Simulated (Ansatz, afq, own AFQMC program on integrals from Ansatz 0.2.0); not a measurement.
# ZrCl (quartet): AFQMC on the coupled-cluster ladder at distance Zr1–Cl2 = 1.847 Å, def2-SVP, part 1 of 2

Aim: compute ZrCl (quartet) with auxiliary-field quantum Monte Carlo on the same integrals as coupled cluster, and set the energies side by side.

The runs use Ansatz 0.2.0, Gaussian basis, and an in-house AFQMC program (afq) on its integrals; all values are calculated; def2-SVP, frozen cores.

Plan: PBE (unrestricted); r2SCAN (unrestricted); PBE0 (unrestricted); B3LYP (unrestricted); wB97M-V (unrestricted); B2PLYP (unrestricted); CCSD(T) on UHF; Phaseless AFQMC, CISD trial on UHF; Phaseless AFQMC, single-determinant trial on UHF; Free-projection AFQMC, CISD trial on UHF.

3 further runs of the same task are left out: 3 that didn't finish.

## (1) What is computed

The geometry derives from a PBE0/def2-TZVP stationary point (not a proven minimum). One bond is set to the value named and the two fragments are kept rigid. No spin-orbit coupling is included. Elements past krypton take def2 core potentials.

2 atoms, charge 0, spin multiplicity 4.

Atoms are counted from 1 here; the program's logs count them from 0.

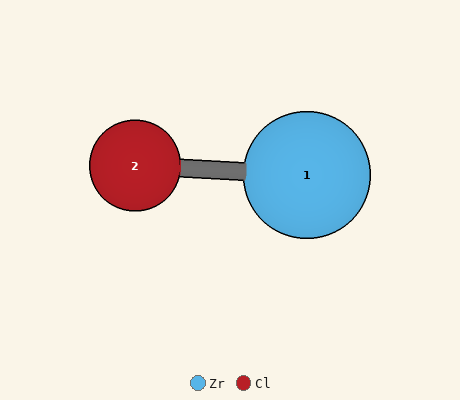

The geometry (zirconium blue, chlorine red); atoms are numbered from 1 in the order of the file.

## (2) PBE (unrestricted)

in.yaml

```yaml
crystal:
  periodic: [false, false, false]
  atoms:
    - {symbol: Zr, position_ang: [0.000000, 0.000000, 0.000000]}
    - {symbol: Cl, position_ang: [0.000000, 0.000000, 1.847000]}
basis:
  gaussian: {orbitals: def2-SVP}
magnetization: {spin_polarized: true, initial_magnetization: 3}
hamiltonian: {xc: {name: PBE}}
output: {orbitals: {seedname: orbitals}}
```

On the command line:

```sh
$ ansatz run in.yaml --threads 1 --pin off --events-out ev --progress --plain --max-ram 1382MiB
```

Output:

```text
Functional definition: PBE
  name "PBE"
  cite "Perdew, Burke & Ernzerhof, Phys. Rev. Lett. 77, 3865 (1996) doi:10.1103/PhysRevLett.77.3865"
  parent pbe
  parameter kappa = 0.804
  parameter beta = 0.06672455060314922
  exchange = pbe_x(kappa = kappa, mu = beta*pi^2/3)
  correlation = pbe_c(beta = beta)
473 factors; their error is unknown
mean field evaluation 1: about -13784.6352 eV, gradient 2.7e1 eV
mean field evaluation 2: about -13764.5970 eV, gradient 5.3e1 eV
mean field evaluation 4: about -13789.1571 eV, gradient 5.4e0 eV
mean field evaluation 8: about -13789.2795 eV, gradient 4.0e-2 eV
mean field evaluation 16: about -13789.2795 eV, gradient 1.4e-5 eV
mean field evaluation 32: about -13788.7809 eV, gradient 2.6e-6 eV
mean field evaluation 64: about -13789.0708 eV, gradient 1.1e0 eV
mean field evaluation 96: about -13785.3005 eV, gradient 1.2e1 eV
mean field evaluation 128: about -13788.3406 eV, gradient 2.4e0 eV
mean field -13789.27949116 eV, -506.7466745909 hartree, gradient 6.0e-7 eV, S^2 3.754260; 13 other end points of the search recorded, 0 dependent functions left out
reference -13789.27953368 eV, -506.7466761533 hartree; 16, 13 occupied and 33, 36 virtual orbitals, 473 factors
Total energy: -13789.27953368 eV, -506.7466761533 hartree
```

It took 16 s on 1 thread of Arm Neoverse V1, shared host.

From the report: ⟨S²⟩ of the determinant 3.754 (pure quartet: 3.75).

## (3) r2SCAN (unrestricted)

Changes to in.yaml since step 2:

```diff
@@ -8,3 +8,2 @@
 magnetization: {spin_polarized: true, initial_magnetization: 3}
-hamiltonian: {xc: {name: PBE}}
-output: {orbitals: {seedname: orbitals}}
+hamiltonian: {xc: {name: r2SCAN}}
```

The command is unchanged.

Output:

```text
Functional definition: r2SCAN
  name "r2SCAN"
  cite "Furness, Kaplan, Ning, Perdew & Sun, J. Phys. Chem. Lett. 11, 8208 (2020) doi:10.1021/acs.jpclett.0c02405"
  cite "Furness, Kaplan, Ning, Perdew & Sun, J. Phys. Chem. Lett. 11, 9248 (2020) doi:10.1021/acs.jpclett.0c03077"
  parent r2scan
  parameter k0 = 0.174
  parameter k1 = 0.065
  parameter a1 = 4.9479
  exchange = r2scan_x(k0 = k0, k1 = k1, a1 = a1)
  correlation = r2scan_c
473 factors; their error is unknown
mean field evaluation 1: about -13790.0898 eV, gradient 2.4e1 eV
mean field evaluation 2: about -13774.9805 eV, gradient 4.7e1 eV
mean field evaluation 4: about -13793.8597 eV, gradient 3.8e0 eV
mean field evaluation 8: about -13793.9281 eV, gradient 2.1e-2 eV
mean field evaluation 16: about -13793.9205 eV, gradient 3.7e-1 eV
mean field evaluation 32: about -13793.9217 eV, gradient 2.3e-4 eV
mean field evaluation 64: about -13793.5081 eV, gradient 2.1e-4 eV
mean field evaluation 96: about -13793.2489 eV, gradient 5.0e0 eV
mean field -13793.92166056 eV, -506.9172711697 hartree, gradient 2.8e-6 eV, S^2 3.755859; 16 other end points of the search recorded, 0 dependent functions left out
reference -13793.92169671 eV, -506.9172724982 hartree; 16, 13 occupied and 33, 36 virtual orbitals, 473 factors
Total energy: -13793.92169671 eV, -506.9172724982 hartree
```

Run time: 42 s. Hardware: 1 thread of Arm Neoverse V1, shared host.

From the report: ⟨S²⟩ of the determinant 3.756 (pure quartet: 3.75).

## (4) PBE0 (unrestricted)

Changes to in.yaml since step 3:

```diff
@@ -8,2 +8,3 @@
 magnetization: {spin_polarized: true, initial_magnetization: 3}
-hamiltonian: {xc: {name: r2SCAN}}
+hamiltonian: {xc: {name: PBE0}}
+output: {orbitals: {seedname: orbitals}}
```

Same command.

Output:

```text
Functional definition: PBE0
  name "PBE0"
  cite "Adamo & Barone, J. Chem. Phys. 110, 6158 (1999) doi:10.1063/1.478522"
  cite "Perdew, Burke & Ernzerhof, Phys. Rev. Lett. 77, 3865 (1996) doi:10.1103/PhysRevLett.77.3865"
  parent pbe
  parameter a = 0.25
  parameter kappa = 0.804
  parameter beta = 0.06672455060314922
  exchange = (1 - a)*pbe_x(kappa = kappa, mu = beta*pi^2/3) + a*exact_x
  correlation = pbe_c(beta = beta)
488 factors; integrals over basis functions are off by at most 1.1e-3 eV
mean field evaluation 1: about -13787.4086 eV, gradient 1.9e1 eV
mean field evaluation 2: about -13786.3593 eV, gradient 2.4e1 eV
mean field evaluation 4: about -13789.6256 eV, gradient 1.2e0 eV
mean field evaluation 8: about -13789.6989 eV, gradient 2.3e-2 eV
mean field evaluation 16: about -13789.6989 eV, gradient 2.6e-5 eV
mean field evaluation 32: about -13789.1813 eV, gradient 3.1e0 eV
mean field -13789.69893968 eV, -506.7620890397 hartree, gradient 6.1e-6 eV, S^2 3.755009; 2 other end points of the search recorded, 0 dependent functions left out
reference -13789.69897195 eV, -506.7620902255 hartree; 16, 13 occupied and 33, 36 virtual orbitals, 488 factors
Total energy: -13789.69897195 eV, -506.7620902255 hartree
```

Run time: 4.9 s. Hardware: 1 thread of Arm Neoverse V1, shared host.

From the report: ⟨S²⟩ of the determinant 3.755 (pure quartet: 3.75).

## (5) B3LYP (unrestricted)

Changes to in.yaml since step 4:

```diff
@@ -8,3 +8,2 @@
 magnetization: {spin_polarized: true, initial_magnetization: 3}
-hamiltonian: {xc: {name: PBE0}}
-output: {orbitals: {seedname: orbitals}}
+hamiltonian: {xc: {name: B3LYP}}
```

Launched as before.

Output:

```text
Functional definition: B3LYP
  name "B3LYP"
  cite "Stephens, Devlin, Chabalowski & Frisch, J. Phys. Chem. 98, 11623 (1994) doi:10.1021/j100096a001"
  cite "Becke, Phys. Rev. A 38, 3098 (1988) doi:10.1103/PhysRevA.38.3098"
  cite "Lee, Yang & Parr, Phys. Rev. B 37, 785 (1988) doi:10.1103/PhysRevB.37.785"
  cite "Vosko, Wilk & Nusair, Can. J. Phys. 58, 1200 (1980) doi:10.1139/p80-159"
  parameter a0 = 0.2
  parameter ax = 0.72
  parameter ac = 0.81
  exchange = (1 - a0 - ax)*slater_x + ax*b88_x + a0*exact_x
  correlation = (1 - ac)*vwn_rpa_c + ac*lyp_c
488 factors; integrals over basis functions are off by at most 1.1e-3 eV
mean field evaluation 1: about -13792.0195 eV, gradient 2.0e1 eV
mean field evaluation 2: about -13790.1545 eV, gradient 2.7e1 eV
mean field evaluation 4: about -13794.5876 eV, gradient 1.4e0 eV
mean field evaluation 8: about -13794.6486 eV, gradient 2.3e-2 eV
mean field evaluation 16: about -13794.6460 eV, gradient 3.7e-1 eV
mean field evaluation 32: about -13794.6487 eV, gradient 8.7e-4 eV
mean field evaluation 64: about -13794.1542 eV, gradient 3.6e0 eV
mean field -13794.64872884 eV, -506.9439904360 hartree, gradient 2.2e-6 eV, S^2 3.752922; 9 other end points of the search recorded, 0 dependent functions left out
reference -13794.64891469 eV, -506.9439972659 hartree; 16, 13 occupied and 33, 36 virtual orbitals, 488 factors
Total energy: -13794.64891469 eV, -506.9439972659 hartree
```

It took 11 s on 1 thread of Arm Neoverse V1, shared host.

From the report: ⟨S²⟩ of the determinant 3.753 (pure quartet: 3.75).

## (6) wB97M-V (unrestricted)

Changes to in.yaml since step 5:

```diff
@@ -8,2 +8,3 @@
 magnetization: {spin_polarized: true, initial_magnetization: 3}
-hamiltonian: {xc: {name: B3LYP}}
+hamiltonian: {xc: {name: wB97M-V}}
+output: {orbitals: {seedname: orbitals}}
```

Same command.

Output:

```text
Functional definition: wB97M-V
  name "wB97M-V"
  cite "Mardirossian & Head-Gordon, J. Chem. Phys. 144, 214110 (2016) doi:10.1063/1.4952647"
  cite "Becke, J. Chem. Phys. 107, 8554 (1997) doi:10.1063/1.475007"
  cite "Vydrov & Van Voorhis, J. Chem. Phys. 133, 244103 (2010) doi:10.1063/1.3521275"
  # Of w^i u^j: cxij and so on, Table III.
  parameter omega = 0.3/bohr
  parameter cx = 0.15
  parameter cx01 = 1.007
  parameter cx10 = 0.259
  parameter css00 = 0.443
  parameter css04 = -1.437
  parameter css10 = -4.535
  parameter css20 = -3.390
  parameter css43 = 4.278
  parameter cos00 = 1.000
  parameter cos10 = 1.358
  parameter cos20 = 2.924
  parameter cos21 = -8.812
  parameter cos60 = -1.390
  parameter cos61 = 9.142
  parameter b = 6.0
  parameter c = 0.01
  gx(w, u) = 1 - cx + cx01*u + cx10*w
  gss(w, u) = css00 + css04*u^4 + css10*w + css20*w^2 + css43*w^4*u^3
  gos(w, u) = cos00 + cos10*w + (cos20 + cos21*u)*w^2 + (cos60 + cos61*u)*w^6
  exchange = spin_sum(e_x_unif_sr(omega)*gx(b97_w, b97_u_x)) + cx*exact_x_sr(omega) + exact_x_lr(omega)
  correlation = spin_sum(e_c_pw_mod_same_spin*gss(b97_w, b97_u_same))
      + integral(e_c_pw_mod_opposite_spin*gos(b97_w_opposite, b97_u_opposite)) + vv10(b, c)
488 factors; integrals over basis functions are off by at most 1.1e-3 eV
120 factors; integrals over basis functions are off by at most 7.1e-5 eV
mean field evaluation 1: about -13789.9913 eV, gradient 1.2e1 eV
mean field evaluation 2: about -13790.6249 eV, gradient 6.6e0 eV
mean field evaluation 4: about -13790.8804 eV, gradient 6.2e-1 eV
mean field evaluation 8: about -13790.9273 eV, gradient 1.0e-1 eV
mean field evaluation 16: about -13790.9277 eV, gradient 2.5e-4 eV
mean field evaluation 32: about -13790.9282 eV, gradient 3.5e-3 eV
mean field evaluation 64: about -13790.4920 eV, gradient 2.7e0 eV
mean field -13790.92815371 eV, -506.8072618219 hartree, gradient 7.6e-6 eV, S^2 3.754176; 6 other end points of the search recorded, 0 dependent functions left out
reference -13790.92819552 eV, -506.8072633586 hartree; 16, 13 occupied and 33, 36 virtual orbitals, 488 factors
Total energy: -13790.92819552 eV, -506.8072633586 hartree
```

Wall time 48 s (1 thread of Arm Neoverse V1, shared host); peak memory 0.28 GiB.

From the report: ⟨S²⟩ of the determinant 3.754 (pure quartet: 3.75).

## (7) B2PLYP (unrestricted)

Changes to in.yaml since step 6:

```diff
@@ -8,3 +8,3 @@
 magnetization: {spin_polarized: true, initial_magnetization: 3}
-hamiltonian: {xc: {name: wB97M-V}}
-output: {orbitals: {seedname: orbitals}}
+hamiltonian: {xc: {name: B2PLYP}}
+correlation: {electrons: outside_noble_gas}
```

Launched as before.

Output:

```text
Functional definition: B2PLYP
  name "B2PLYP"
  cite "Grimme, J. Chem. Phys. 124, 034108 (2006) doi:10.1063/1.2148954"
  cite "Becke, Phys. Rev. A 38, 3098 (1988) doi:10.1103/PhysRevA.38.3098"
  cite "Lee, Yang & Parr, Phys. Rev. B 37, 785 (1988) doi:10.1103/PhysRevB.37.785"
  parameter a = 0.53
  parameter c = 0.27
  exchange = (1 - a)*b88_x + a*exact_x
  correlation = (1 - c)*lyp_c + c*(mp2_os + mp2_ss)
488 factors; integrals over basis functions are off by at most 1.1e-3 eV
mean field evaluation 1: about -13782.3046 eV, gradient 1.3e1 eV
mean field evaluation 2: about -13782.4829 eV, gradient 1.3e1 eV
mean field evaluation 4: about -13783.5181 eV, gradient 1.7e0 eV
mean field evaluation 8: about -13783.5557 eV, gradient 7.6e-2 eV
mean field evaluation 16: about -13783.5558 eV, gradient 1.2e-4 eV
mean field evaluation 32: about -13783.5642 eV, gradient 3.9e-4 eV
mean field evaluation 64: about -13783.5636 eV, gradient 8.7e-2 eV
mean field -13783.56416590 eV, -506.5366402614 hartree, gradient 3.0e-6 eV, S^2 3.754666; 8 other end points of the search recorded, 0 dependent functions left out
9 core orbitals not correlated: weight in the atoms' cores, before any rotation towards them, 0.929 or more for the frozen orbitals, at most 0.056 for the correlated occupied ones
reference -13783.56428148 eV, -506.5366445088 hartree; 7, 4 occupied and 33, 36 virtual orbitals, 488 factors
second order -6.42757985 eV of doubles, -0.00000000 eV of singles
Total energy: -13785.29972804 eV, -506.6004209936 hartree
```

Run time: 11 s. Hardware: 1 thread of Arm Neoverse V1, shared host.

From the report: ⟨S²⟩ of the determinant 3.755 (pure quartet: 3.75).

(Continued in part 2 of 2.)
